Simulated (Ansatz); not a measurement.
# SnO2: Sn → Pb

Consider SnO₂ in the rutile structure (space group P4_2/mnm, No. 136; a = 4.828 Å, c = 3.238 Å).

Perturbation: every Sn is replaced by Pb; the structure is relaxed again.

Level of theory: plane-wave PAW DFT at the PBE level (Ansatz, a quantum-chemistry and plane-wave program, 420 eV), spin-orbit coupling left out, earlier PAW set. Settings: 9×9×14 k-points, 0.05 eV Fermi–Dirac smearing, for the changed cell.

The density goes up by 2.30 g/cm³ (6.63 g/cm³ → 8.93 g/cm³) and the lattice parameter a goes up by 0.254 Å, from 4.828 Å to 5.082 Å. The c/a ratio goes up by 0.007 (0.671 → 0.678) and the space group is still P4_2/mnm (No. 136). The shortest interatomic distance grows by 0.118 Å to 2.207 Å and the band gap goes from 0.68 eV to zero.

Final structure:

```xyz
6
Lattice="5.0816 0.0000 0.0000 0.0000 5.0816 0.0000 0.0000 0.0000 3.4441" Properties=species:S:1:pos:R:3 pbc="T T T"
Pb     0.0000     0.0000     0.0000
Pb     2.5408     2.5408     1.7221
O      1.5650     1.5650     0.0000
O      4.1058     0.9758     1.7221
O      0.9758     4.1058     1.7221
O      3.5166     3.5166     0.0000
```

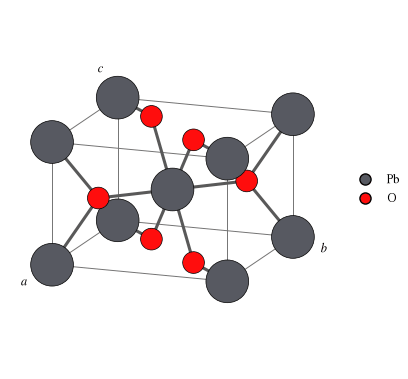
Fig. 1. The relaxed conventional cell after the change

Spin-orbit coupling, missing from the scalar runs, can matter with Pb. Whether these cells are dynamically stable was not tested. The final runs are not spin-polarised. A zero or small gap of PbO2 can be the functional's error rather than a property of the material.
